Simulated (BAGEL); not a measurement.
# HF/STO-3G (density fitting with cc-pvqz-jkfit) run of HNO3 (peroxynitrous acid)

Aim: the energy change on altering one bond length of HNO3 (peroxynitrous acid) at HF/STO-3G (density fitting with cc-pvqz-jkfit), from 2 runs. 

The calculation is run with BAGEL 1.2.2.

2 further runs of the same task are left out: 2 set aside as unsound or not needed. Runs told in other sessions of the task aren't counted.

### 1 The system as given

The species is HNO3 (5 atoms), meant as a singlet with charge 0. SMILES: `O=NOO`. Geometry: relaxed at PBE0-D4/def2-TZVP. This is one conformer, not always the lowest.

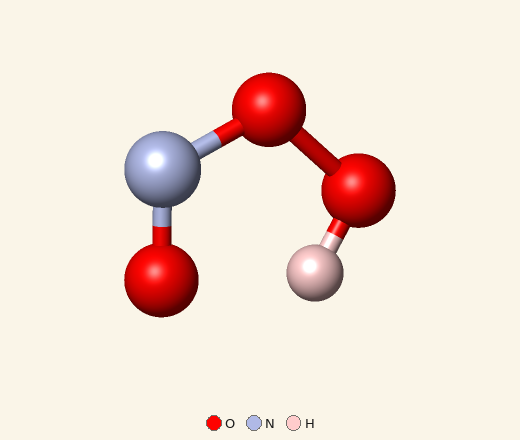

The structure, seen from a chosen angle (oxygen red, nitrogen light blue, hydrogen pink).

### 2 The energy at HF/STO-3G (density fitting with cc-pvqz-jkfit)

hf.json reads:

```json
{ "bagel" : [

{
  "title" : "molecule",
  "basis" : "sto-3g",
  "df_basis" : "cc-pvqz-jkfit",
  "angstrom" : true,
  "geometry" : [
    { "atom" : "O", "xyz" : [       0.136350,      -0.835310,       0.979060 ] },
    { "atom" : "N", "xyz" : [      -0.871770,      -0.628300,       0.400790 ] },
    { "atom" : "O", "xyz" : [      -0.775090,       0.288530,      -0.589000 ] },
    { "atom" : "O", "xyz" : [       0.508600,       0.826880,      -0.747550 ] },
    { "atom" : "H", "xyz" : [       1.001920,       0.348200,      -0.043280 ] }
  ]
},

{ "title" : "hf" },

{ "title" : "print", "file" : "orbitals.molden", "orbitals" : true }

]}
```

On the command line:

```bash
$ BAGEL_NUM_THREADS=1 BAGEL hf.json > hf.out
```

The log of the run:

```text
* using 1 threads per process

  ===============================================================
  ===============================================================

  *** Geometry ***

  { "atom" : "O", "xyz" : [      0.257664,     -1.578507,      1.850155 ] },
  { "atom" : "N", "xyz" : [     -1.647407,     -1.187315,      0.757383 ] },
  { "atom" : "O", "xyz" : [     -1.464708,      0.545243,     -1.113049 ] },
  { "atom" : "O", "xyz" : [      0.961115,      1.562577,     -1.412665 ] },
  { "atom" : "H", "xyz" : [      1.893354,      0.658003,     -0.081787 ] },

  Number of auxiliary basis functions:      475

  Since a DF basis is specified, we compute 2- and 3-index integrals:
    o Being stored without compression. Storage requirement is 0.002 GB

  Number of basis functions:       21
  Number of electrons      :       32

    * METHOD: MOLECULE                             0.14

  *** RHF ***

  === Nuclear Repulsion ===
   124.5052063583

      * DIIS with orbital gradients will be used.

  === RHF iteration (sto-3g) ===
      0       -275.61107373          0.02630664           0.01
      1       -275.66453067          0.01863115           0.01
      2       -275.69765399          0.00272757           0.01
      3       -275.70024658          0.00139037           0.01
      4       -275.70105769          0.00055058           0.01
      5       -275.70120618          0.00018629           0.01
      6       -275.70121911          0.00005730           0.01
      7       -275.70122009          0.00001930           0.01
      8       -275.70122020          0.00000637           0.01
      9       -275.70122021          0.00000289           0.01
     10       -275.70122021          0.00000109           0.01
     11       -275.70122021          0.00000041           0.01
     12       -275.70122021          0.00000017           0.01
     13       -275.70122021          0.00000006           0.01
     14       -275.70122021          0.00000002           0.01
     15       -275.70122021          0.00000001           0.01
    * SCF iteration converged.

    * Permanent dipole moment:
           (   -0.433832,     0.115801,    -0.278772) a.u.

    * METHOD: HF                                   0.20

    * METHOD: PRINT                                0.00

  ===============================================================
```

Run time: 0.52 s. Hardware: 1 thread of Arm Neoverse V2, shared host.

### 3 The distorted shape at the same level

hf.json reads:

```json
{ "bagel" : [

{
  "title" : "molecule",
  "basis" : "sto-3g",
  "df_basis" : "cc-pvqz-jkfit",
  "angstrom" : "true",
  "geometry" : [
    { "atom" : "O", "xyz" : [   -0.505486,   -1.104481,    1.058334 ] },
    { "atom" : "N", "xyz" : [   -1.513606,   -0.897471,    0.480064 ] },
    { "atom" : "O", "xyz" : [   -1.416926,    0.019359,   -0.509726 ] },
    { "atom" : "O", "xyz" : [    0.508600,    0.826880,   -0.747550 ] },
    { "atom" : "H", "xyz" : [    1.001920,    0.348200,   -0.043280 ] }
  ]
},
{ "title" : "hf", "charge" : 0 },
{ "title" : "print", "file" : "orbitals.molden", "orbitals" : "true" }

]}
```

On the command line:

```bash
$ BAGEL_NUM_THREADS=1 BAGEL hf.json > hf.out
```

The log of the run:

```text
* using 1 threads per process

  ===============================================================
  ===============================================================

  *** Geometry ***

  { "atom" : "O", "xyz" : [     -0.955230,     -2.087167,      1.999961 ] },
  { "atom" : "N", "xyz" : [     -2.860301,     -1.695974,      0.907189 ] },
  { "atom" : "O", "xyz" : [     -2.677602,      0.036583,     -0.963243 ] },
  { "atom" : "O", "xyz" : [      0.961115,      1.562577,     -1.412665 ] },
  { "atom" : "H", "xyz" : [      1.893354,      0.658003,     -0.081787 ] },

  Number of auxiliary basis functions:      475

  Since a DF basis is specified, we compute 2- and 3-index integrals:
    o Being stored without compression. Storage requirement is 0.002 GB

  Number of basis functions:       21
  Number of electrons      :       32

    * METHOD: MOLECULE                             0.15

  *** RHF ***

  === Nuclear Repulsion ===
   110.1740928039

      * DIIS with orbital gradients will be used.

  === RHF iteration (sto-3g) ===
      0       -274.99390907          0.05767043           0.01
      1       -271.83935306          0.11433356           0.01
      2       -275.20165195          0.03292164           0.01
      3       -275.35387686          0.02526820           0.01
      4       -275.41768936          0.01930591           0.01
      5       -275.48871584          0.01105655           0.01
      6       -275.49606621          0.00793430           0.01
      7       -275.50922249          0.00292407           0.01
      8       -275.51035706          0.00141607           0.01
      9       -275.51077343          0.00057387           0.01
     10       -275.51090892          0.00025567           0.01
     11       -275.51092325          0.00007369           0.01
     12       -275.51092476          0.00001606           0.01
     13       -275.51092479          0.00001319           0.01
     14       -275.51092481          0.00000475           0.01
     15       -275.51092482          0.00000120           0.01
     16       -275.51092482          0.00000060           0.01
     17       -275.51092482          0.00000029           0.01
     18       -275.51092482          0.00000008           0.01
     19       -275.51092482          0.00000004           0.01
     20       -275.51092482          0.00000003           0.01
     21       -275.51092482          0.00000001           0.01
     22       -275.51092482          0.00000000           0.01
    * SCF iteration converged.

    * Permanent dipole moment:
           (   -0.610540,     0.016081,    -0.228362) a.u.

    * METHOD: HF                                   0.29

    * METHOD: PRINT                                0.00

  ===============================================================
```

Wall time 0.62 s (1 thread of Arm Neoverse V2, shared host).

### 4 Summary of results

At HF/STO-3G (density fitting with cc-pvqz-jkfit):

```
                                                         quantity          value
                                        first shape: total energy  -275.70122 Eh
                                       first shape: dipole moment         1.34 D
                                         first shape: HOMO energy      -10.19 eV
                                         first shape: LUMO energy        5.42 eV
                                       first shape: HOMO–LUMO gap       15.61 eV
                                    distorted shape: total energy  -275.51092 Eh
                                   distorted shape: dipole moment         1.66 D
                                     distorted shape: HOMO energy       -8.13 eV
                                     distorted shape: LUMO energy        2.14 eV
                                   distorted shape: HOMO–LUMO gap       10.27 eV
energy change with the O3–O4 bond stretched from 1.401 to 2.101 Å       5.178 eV
```

What this shows: One bond (distorted shape) is far stretched, which a spin-restricted single reference describes badly; a broken-symmetry solution may lie lower. With the O3–O4 bond stretched from 1.401 to 2.101 Å the energy rises by 5.18 eV (119 kcal/mol). The first shape isn't relaxed at this level, so the change isn't measured from a minimum. A restricted reference can't describe the breaking bond well at this length. The minimal basis adds a large error of its own.
